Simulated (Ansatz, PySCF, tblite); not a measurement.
Potential energy curve for Be2, singlet.

- UKS-r2SCAN = PySCF 2.14.0 with unrestricted r2SCAN/cc-pVTZ
- RCCSD(T) = CCSD(T) on RHF/cc-pVTZ, frozen core (Ansatz, a first-principles code)
- GFN2-xTB, 300 K electronic temperature (tblite)

Energies are in kcal/mol, each relative to the lowest point of its own curve near equilibrium.

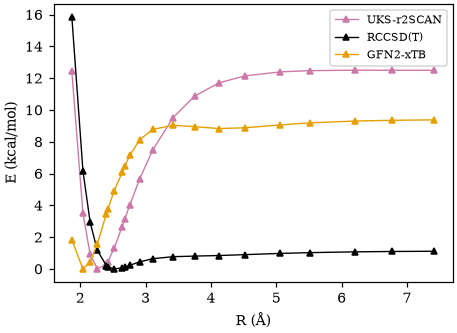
Figure: Energy against bond length for each method.

```tsv
R / Å	UKS-r2SCAN	RCCSD(T)	GFN2-xTB
1.87	12.4	15.9	1.8
2.04	3.5	6.2	0.0
2.15	0.9	2.9	0.4
2.26	0.0	1.2	1.6
2.40	0.3	0.2	3.5
2.42	0.4	0.1	3.8
2.52	1.3	0.0	4.9
2.64	2.7	0.1	6.1
2.68	3.1	0.1	6.5
2.76	4.1	0.2	7.2
2.91	5.7	0.4	8.1
3.11	7.5	0.6	8.8
3.42	9.5	0.8	9.0
3.75	10.9	0.8	8.9
4.12	11.7	0.8	8.8
4.52	12.1	0.9	8.9
5.06	12.4	1.0	9.1
5.52	12.5	1.0	9.2
6.20	12.5	1.1	9.3
6.77	12.5	1.1	9.3
7.42	12.5	1.1	9.4
```

At the longest distance, 7.42 Å, UKS-r2SCAN lies highest above its minimum (12.5 kcal/mol) and RCCSD(T) lowest (1.1 kcal/mol).

The unrestricted determinant behind UKS-r2SCAN is spin-contaminated at 1.87 to 3.11 Å (<S²> up to 0.8, against 0.00 for a pure singlet).
